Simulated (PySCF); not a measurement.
# One shape, several levels: AlH2OF3 (SMILES [OH2]->[Al]([F])([F])[F])

Aim: a comparison of 3 runs (PBE/pcseg-0, PBE/pcseg-1, PBE/pcseg-2) of AlH2OF3. The job is set up through a Python script.

The calculation is run with PySCF 2.14.0.

### 1 The structure to begin with

AlH2OF3: 7 atoms, total charge 0, spin state singlet. As SMILES, `[OH2]->[Al]([F])([F])[F]`. Geometry: a GFN2-xTB relaxation, a rough one for these elements and not checked as a minimum.

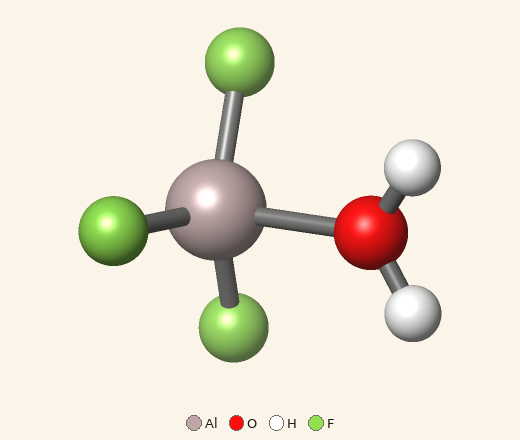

Viewed from a chosen angle; aluminium light grey, oxygen red, hydrogen white, fluorine green.

### 2 The energy at PBE/pcseg-0 (run 1)

run.py reads:

```python
from pyscf import gto, dft

mol = gto.M(
    atom='''
Al       0.039960      -0.066170      -0.856230
O       -0.025510       0.049540       1.030280
H       -0.728480      -0.337210       1.561010
H        0.582870       0.572030       1.561450
F        1.677510      -0.041380      -1.023170
F       -0.765480       1.309290      -1.272500
F       -0.780870      -1.486100      -1.000840
''',
    verbose=4,
    spin=0,
    basis='pcseg-0',
    max_memory=1860,
    charge=0,
)

mf = dft.RKS(mol)
mf.xc = 'pbe'
mf.conv_tol = 1e-10
mf.grids.level = 4
mf.kernel()
if not mf.converged:
    mf = mf.newton().run(mf.mo_coeff, mf.mo_occ)

e_final = mf.e_tot
print(f'total energy: {e_final:.8f} hartree')
```

Run with:

```console
$ OMP_NUM_THREADS=1 python run.py
```

The log of the run:

```text
PySCF version 2.14.0

[... 78 lines left out ...]
converged SCF energy = -616.778899337676
total energy: -616.77889934 hartree
```

It took 6.9 s on 1 thread of Arm Neoverse V2, shared host; peak memory 0.3 GiB.

### 3 The energy at PBE/pcseg-1 (run 2)

calc.py reads:

```python
# Al(H2O)F3
from pyscf import gto, dft

system = gto.Mole()
system.atom = '''
Al     0.039960    -0.066170    -0.856230
O     -0.025510     0.049540     1.030280
H     -0.728480    -0.337210     1.561010
H      0.582870     0.572030     1.561450
F      1.677510    -0.041380    -1.023170
F     -0.765480     1.309290    -1.272500
F     -0.780870    -1.486100    -1.000840
'''
system.spin = 0
system.basis = 'pcseg-1'
system.max_memory = 1860
system.verbose = 3
system.build()

calc0 = dft.RKS(system)
calc0.xc = 'pbe'
calc0.grids.level = 4
calc0.conv_tol = 1e-10
calc0.kernel()
if not calc0.converged:
    calc0 = calc0.newton().run(calc0.mo_coeff, calc0.mo_occ)

e_final = calc0.e_tot
print('Final energy', e_final)
```

Run with:

```console
$ OMP_NUM_THREADS=1 python calc.py
```

The log of the run:

```text
converged SCF energy = -618.057473286148
Final energy -618.057473286148
```

Run time: 11 s. Hardware: 1 thread of Arm Neoverse V2, shared host; peak memory 0.42 GiB.

### 4 A single-point energy at PBE/pcseg-2 (run 3)

calc.py reads:

```python
from pyscf import gto, dft

mol = gto.Mole()
mol.atom = '''
Al     0.075513    -0.125043    -1.618040
O     -0.048207     0.093617     1.946947
H     -1.376628    -0.637235     2.949881
H      1.101465     1.080980     2.950713
F      3.170034    -0.078197    -1.933511
F     -1.446548     2.474200    -2.404676
F     -1.475630    -2.808322    -1.891313
'''
mol.verbose = 3
mol.max_memory = 1860
mol.charge = 0
mol.unit = 'bohr'
mol.basis = 'pcseg-2'
mol.build()

myscf = dft.RKS(mol, xc='pbe')
myscf.grids.level = 4
myscf.conv_tol = 1e-10
myscf.kernel()
if not myscf.converged:
    myscf = myscf.newton().run(myscf.mo_coeff, myscf.mo_occ)

energy = myscf.e_tot
print(f'total energy: {energy:.8f} hartree')
```

Run with:

```console
$ OMP_NUM_THREADS=1 python calc.py
```

The log of the run:

```text
converged SCF energy = -618.342755889354
total energy: -618.34275589 hartree
```

Run time: 37 s. Hardware: 1 thread of Arm Neoverse V2, shared host; peak memory 1.7 GiB.

### 5 Overview of the runs

| run | level | energy (Eh) | dipole moment (D) | HOMO energy (eV) | LUMO energy (eV) | wall time |
| --- | --- | --- | --- | --- | --- | --- |
| 1 | PBE/pcseg-0 | -616.778899 | 6.24 | -7.50 | -1.52 | 6.9 s |
| 2 | PBE/pcseg-1 | -618.057473 | 5.84 | -8.34 | -1.70 | 11 s |
| 3 | PBE/pcseg-2 | -618.342756 | 5.76 | -8.49 | -2.03 | 37 s |

### 6 What came out

```
            quantity          value
 run 3: total energy  -618.34276 Eh
run 3: dipole moment         5.76 D
  run 3: HOMO energy       -8.49 eV
  run 3: LUMO energy       -2.03 eV
run 3: HOMO–LUMO gap        6.46 eV
```

**Reading.** The dipole moment (its size) runs from 5.76 D (PBE/pcseg-2) to 6.24 D (PBE/pcseg-0). The HOMO–LUMO gap runs from 5.98 eV (PBE/pcseg-0) to 6.64 eV (PBE/pcseg-1). All runs together took 55 s, the longest 37 s.
